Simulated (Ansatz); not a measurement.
**Run report: C4H13NSi, molecular dynamics (part 5 of 5)**

The same run, continued: C4H13NSi; RKS r2SCAN-D4/6-31G (Ansatz 0.2.0). It belongs to a series of runs on one base structure; here: dynamics from the start.

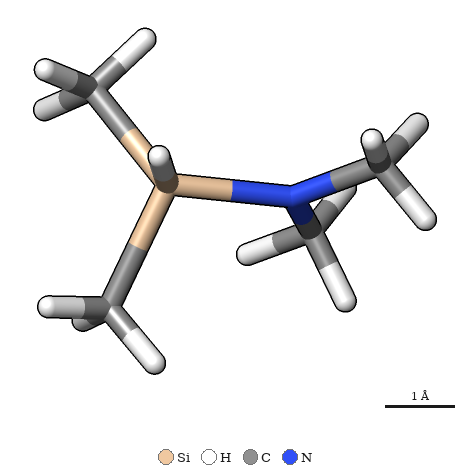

*The geometry at step 360 of the log (stick view, seen at a tilt).*

Trajectory as extended XYZ, continued:
```
19
Properties=species:S:1:pos:R:3:forces:R:3 step=308 time_fs=154.0 energy=-13720.17790 temperature=984.4
Si    0.1315    0.0117   -0.1509   -0.6905   0.5131   1.9406
H     0.9774    0.2194    1.0967   -0.1492   0.1569  -0.0515
C     1.3456   -0.1901   -1.5464    0.4596  -2.5172  -0.0058
H     2.1043    0.5648   -1.4107    0.5577   0.1664  -0.1763
H     1.7766   -1.2527   -1.5080   -0.0728   1.4296   0.0262
H     0.8917   -0.1263   -2.5199   -0.2554   0.3227  -0.6356
N    -0.8050    1.4834   -0.4611   -0.1119  -1.1186   0.7179
C    -1.3833    1.4840   -1.7794   -1.0044  -0.5243   0.0870
H    -1.7458    0.5154   -2.1330    0.9749  -0.8359   0.0962
H    -2.3486    1.9480   -1.9168   -0.4301   1.4649   0.5819
H    -0.6568    1.9024   -2.4269    0.5520   0.5904  -1.6337
C    -0.7399    2.7643    0.2143    0.5142   0.6514  -3.3674
H    -0.3791    3.5395   -0.6340   -0.1087  -0.9054   2.0872
H    -1.7526    3.0429    0.3974   -0.9709   0.7356   0.8594
H    -0.1215    2.7060    1.0955    0.2712   0.3156   0.2657
C    -1.0474   -1.4956    0.1489    0.4593   1.6305  -0.1280
H    -2.1078   -1.2641    0.3144    0.4452   0.0568   0.4730
H    -0.9646   -1.9033   -0.8085   -0.2909  -1.5802  -1.9081
H    -0.5654   -2.1594    0.8369   -0.1494  -0.5523   0.7714
19
Properties=species:S:1:pos:R:3:forces:R:3 step=325 time_fs=162.5 energy=-13719.77688 temperature=804.1
Si    0.1157   -0.0325   -0.2007    0.0535   1.0911   3.1216
H     0.6651    0.2465    1.1964    0.4674  -0.1405  -0.2497
C     1.3402   -0.2797   -1.5535    2.6270  -1.9850   0.3426
H     2.0155    0.5659   -1.6034    0.2800   0.4057   0.0165
H     2.0441   -1.2377   -1.4849   -1.6829   1.8005   0.0136
H     0.8188   -0.3155   -2.4733   -0.5399  -0.2558  -1.4357
N    -0.7428    1.5272   -0.4111   -0.3925   0.7448  -2.7513
C    -1.3358    1.5279   -1.7802   -0.7986   2.5220   0.5467
H    -1.3693    0.5610   -2.1790   -1.0858  -2.1025  -0.2639
H    -2.3239    2.0654   -1.6533    0.5098  -0.9534  -0.7522
H    -0.8044    2.0144   -2.6361    0.3663   0.7248   0.8872
C    -0.8600    2.8489    0.2104    1.3241   1.0012  -1.8216
H    -0.3947    3.8355   -0.2970   -0.7938  -2.1971  -0.2441
H    -1.8729    3.1359    0.4386   -0.7657  -0.1546   0.2518
H    -0.2416    2.8372    1.0355    0.9494  -0.2173   2.7271
C    -0.9991   -1.5391    0.1517   -0.4369   2.0326   0.8761
H    -1.9539   -1.0648    0.5387    0.6320  -1.0887  -0.7651
H    -1.0262   -2.1945   -0.6781   -0.8521  -0.8410  -0.9519
H    -0.5189   -2.0386    0.9794    0.1387  -0.3868   0.4524
19
Properties=species:S:1:pos:R:3:forces:R:3 step=342 time_fs=171.0 energy=-13719.65850 temperature=747.5
Si    0.1011   -0.0479   -0.1858    0.7868   1.6602   0.2771
H     0.6488    0.2072    1.1854    0.4467  -0.0854   0.1080
C     1.3816   -0.3701   -1.6081   -0.0577   0.1629   0.2828
H     1.9175    0.5706   -1.8046    0.1985  -0.2167   0.1560
H     2.0977   -1.2001   -1.3661   -0.6422   0.6521  -0.2531
H     0.8201   -0.5816   -2.5317    0.1728  -0.3249   0.1180
N    -0.6954    1.5915   -0.4629   -0.2915  -0.4358   0.2585
C    -1.3111    1.5934   -1.7923   -1.5768   1.3780   0.2998
H    -1.3641    0.5198   -2.0945    0.2341   0.9634  -0.9140
H    -2.4235    1.9304   -1.6903    1.4234  -0.3955  -0.3783
H    -0.7914    2.3849   -2.4607   -0.6979  -1.5769   0.2538
C    -0.9214    2.9166    0.2497   -1.4408  -3.3866   2.0480
H    -0.5027    3.6175   -0.4093    0.3654   1.7941  -0.5366
H    -2.0276    3.0704    0.5491    1.0407  -0.0109  -1.3941
H    -0.5256    2.9131    1.2883    0.8582  -0.0333  -0.8052
C    -0.9333   -1.5702    0.1435   -3.7322  -1.4490   1.7678
H    -1.9296   -1.1799    0.5668    0.9559   0.2204  -0.2745
H    -1.4347   -2.4365   -0.4119    1.6700   1.1413  -0.3742
H    -0.5400   -2.0098    1.0915    0.2866  -0.0574  -0.6399
19
Properties=species:S:1:pos:R:3:forces:R:3 step=360 time_fs=180.0 energy=-13719.50002 temperature=678.2
Si    0.1059   -0.0251   -0.1584    0.9538   0.5438  -0.8726
H     0.9016    0.1131    1.1521   -0.2204   0.2417  -0.3711
C     1.3950   -0.4348   -1.6575   -2.0654   1.0117  -0.3732
H     1.9317    0.4878   -1.9663   -0.4349  -0.5060  -0.0633
H     2.0829   -1.1164   -1.2623    1.5028  -1.2015   0.9175
H     0.9240   -0.9960   -2.5188    0.1896   0.9909   0.6596
N    -0.6562    1.6347   -0.5092   -0.0862  -1.2441   0.6869
C    -1.3398    1.6926   -1.7817    1.7257  -1.3139  -3.6510
H    -1.2350    0.7498   -2.4941    0.1980   1.0285   1.8853
H    -2.4090    1.8208   -1.8196   -0.8581   0.6205   0.6850
H    -0.8310    2.4253   -2.4822   -0.7254   0.1038   0.7379
C    -0.9778    2.8653    0.2967   -0.5710  -1.9437   0.6611
H    -0.6784    3.6918   -0.2592    1.4875   1.8802  -1.2977
H    -2.1121    3.0179    0.1496    0.9765  -0.4409   1.7732
H    -0.4061    2.9349    1.3172   -1.7970  -0.5186  -1.6469
C    -0.9878   -1.6264    0.2201    1.3641  -1.0296  -1.7521
H    -1.8556   -1.1347    0.6266   -0.9963  -0.6523   0.4268
H    -1.1965   -2.4274   -0.6649    0.3031   2.2452   2.0663
H    -0.3475   -2.1242    1.0012   -0.9463   0.1843  -0.4717
19
Properties=species:S:1:pos:R:3:forces:R:3 step=377 time_fs=188.5 energy=-13719.78105 temperature=804.6
Si    0.1304    0.0108   -0.1506   -0.1698   0.0792  -0.2233
H     1.0774    0.1832    0.9877    0.0635   0.3385   0.3733
C     1.3691   -0.4981   -1.6436   -2.1483   0.9671  -1.4971
H     1.8675    0.3496   -2.1738   -0.6051  -0.1252   0.5928
H     2.1295   -0.9970   -1.1290    1.4607  -1.3581   0.7457
H     0.9314   -1.1422   -2.4737    0.3673   0.4894   1.1498
N    -0.6318    1.6268   -0.5279   -0.7090   0.5054  -1.3385
C    -1.3473    1.7718   -1.8680    2.5426  -1.3701   1.2972
H    -0.9434    0.8828   -2.4089   -1.3803   0.7053  -0.4847
H    -2.3694    1.9443   -1.6445   -1.7526  -1.0462  -0.2137
H    -1.0905    2.6959   -2.3508    1.0202   0.6384  -0.5484
C    -1.0171    2.7828    0.2475    1.5920   0.2868   4.3144
H    -0.5768    3.7921   -0.0791   -0.7537  -1.3308  -0.1120
H    -2.0920    2.8437    0.5129   -0.1844   0.2330  -1.0227
H    -0.6403    2.6785    1.3710   -0.0333   0.0814  -2.0062
C    -1.0126   -1.6322    0.2841    2.8409   0.6390  -2.0396
H    -1.9532   -1.5070    0.7380   -1.5123   0.4926   0.1709
H    -1.0029   -2.0113   -0.7809   -0.7551  -0.3883   1.2272
H    -0.4282   -2.3006    0.9411    0.1167   0.1626  -0.3850
19
Properties=species:S:1:pos:R:3:forces:R:3 step=394 time_fs=197.0 energy=-13719.86943 temperature=844.7
Si    0.1558    0.0489   -0.1474   -0.3797  -0.1440   0.2961
H     1.1676    0.4418    0.9431   -0.6120  -0.1427  -0.0119
C     1.3081   -0.5511   -1.6006    0.6556  -0.8098   1.2361
H     1.6125    0.3306   -2.1727    0.1611  -0.1579  -0.1104
H     2.2224   -1.0389   -1.0906   -1.1276   0.8672  -0.7870
H     0.8835   -1.3368   -2.2400   -0.1302   0.2971  -0.0806
N    -0.6368    1.6270   -0.6067    0.3076  -1.2313  -0.6606
C    -1.3006    1.8449   -1.8960   -2.5532  -1.7756   1.3889
H    -1.1735    1.1035   -2.6686    1.3896  -0.3098  -0.4408
H    -2.4277    1.6035   -1.7209    0.9595   1.3688  -0.2390
H    -1.1077    2.8526   -2.2095   -0.1761   0.6706  -0.5743
C    -1.0329    2.6698    0.3294    1.5533   1.6172  -2.6803
H    -0.6184    3.6968   -0.1469   -0.7560  -1.7597   1.5145
H    -2.0957    2.7784    0.4084   -1.0931   0.0220   0.1458
H    -0.6078    2.4056    1.2502    0.7374   0.3161   1.7323
C    -0.9786   -1.5770    0.3046    0.0438   0.7502   0.2722
H    -2.0122   -1.7171    0.6422    0.0130   1.3607   1.1905
H    -1.1914   -1.9435   -0.6469    0.2470  -0.8289  -2.7223
H    -0.4241   -2.3780    0.7687    0.7598  -0.1103   0.5307
19
Properties=species:S:1:pos:R:3:forces:R:3 step=411 time_fs=205.5 energy=-13720.09575 temperature=948.0
Si    0.1695    0.0819   -0.1415   -0.7660  -0.8526  -0.1712
H     0.9691    0.6453    0.9869    0.0479  -0.2400   0.3575
C     1.2290   -0.6072   -1.5271    3.1597   0.4186   1.2205
H     1.3986    0.2168   -2.2011    0.2955   0.3948  -0.6614
H     2.3081   -0.9652   -1.1776   -2.2601   0.6050  -0.6107
H     0.7463   -1.3900   -2.0396   -0.5856  -1.2437  -0.7547
N    -0.6268    1.5813   -0.7034    0.0477   0.6463   1.9540
C    -1.3131    1.8630   -1.9145   -1.4731   2.1260  -1.5371
H    -0.8566    1.4493   -2.8096   -0.0424  -1.1198   0.0035
H    -2.4729    1.7317   -1.9184    1.5632  -0.3187   0.1070
H    -1.2080    2.9666   -2.2236   -0.0694  -0.7741   0.9165
C    -1.0260    2.5461    0.3987   -1.0071   1.3825  -4.5898
H    -0.6762    3.5749    0.1505   -0.0105  -0.2320  -0.5154
H    -2.1228    2.6403    0.3418    0.0139  -0.2937   0.9752
H    -0.5562    2.4048    1.2882    0.8284  -1.3733   3.0091
C    -0.9400   -1.5267    0.2586   -0.4202   1.9717   1.7816
H    -1.8454   -1.2352    0.9697    1.7698  -1.1066  -1.6118
H    -1.1899   -1.9476   -0.7045   -0.8257  -0.0141  -0.3658
H    -0.2405   -2.2490    0.7017   -0.2661   0.0236   0.4931
```

This output came from the following input.

Input:
```yaml
crystal:
  periodic: [false, false, false]
  atoms:
    - { symbol: Si, position_ang: [-0.002122, 0.004629, -0.050374] }
    - { symbol: H, position_ang: [-0.020981, 0.009069, 1.476352] }
    - { symbol: C, position_ang: [1.821119, 0.002347, -0.604494] }
    - { symbol: H, position_ang: [2.302784, -0.927771, -0.278036] }
    - { symbol: H, position_ang: [1.88549, 0.060426, -1.697531] }
    - { symbol: H, position_ang: [2.38787, 0.83761, -0.178398] }
    - { symbol: "N", position_ang: [-0.822788, 1.416829, -0.770224] }
    - { symbol: C, position_ang: [-2.278142, 1.487161, -0.875567] }
    - { symbol: H, position_ang: [-2.707332, 0.480635, -0.91722] }
    - { symbol: H, position_ang: [-2.742499, 2.026892, -0.027971] }
    - { symbol: H, position_ang: [-2.563395, 2.013223, -1.800644] }
    - { symbol: C, position_ang: [-0.178556, 2.726463, -0.833834] }
    - { symbol: H, position_ang: [-0.473654, 3.246617, -1.759109] }
    - { symbol: H, position_ang: [-0.451803, 3.378968, 0.017553] }
    - { symbol: H, position_ang: [0.910859, 2.616258, -0.845022] }
    - { symbol: C, position_ang: [-0.879492, -1.582365, -0.635796] }
    - { symbol: H, position_ang: [-1.890964, -1.675481, -0.225016] }
    - { symbol: H, position_ang: [-0.945818, -1.598133, -1.730195] }
    - { symbol: H, position_ang: [-0.306076, -2.459577, -0.311074] }
basis:
  gaussian: { orbitals: "6-31G" }
hamiltonian:
  xc: r2scan
  dispersion: d4
md:
  timestep: 0.5
  n_steps: 411
  ensemble: nve
  temperature: 1500.0
  initial_velocities: maxwell_boltzmann
  seed: 631543
```

Launch command:
```bash
ansatz run input.yaml --threads 2 --pin off --max-ram 3072MiB --backend cpu --events-out ev --progress --plain --runs-dir out
```

Summary:

```tsv
quantity	value
outcome	finished
mean temperature over the second half	796 K
trajectory	411 steps, 205.5 fs
ensemble	nve
temperature in the input	1500.0 K
time step	0.5 fs
potential energy (last step)	−13720.0958 eV
mean-field energy (last step)	−13719.9817 eV
largest force (length of the vector) (last step)	4.898 eV/Å
hardware	2 threads of Arm Neoverse V1, 24 GiB of memory available, shared host
wall time	41 min (CPU time 80 min)
peak memory	0.2 GiB
```

Remarks:

So short a trajectory is not equilibrated.
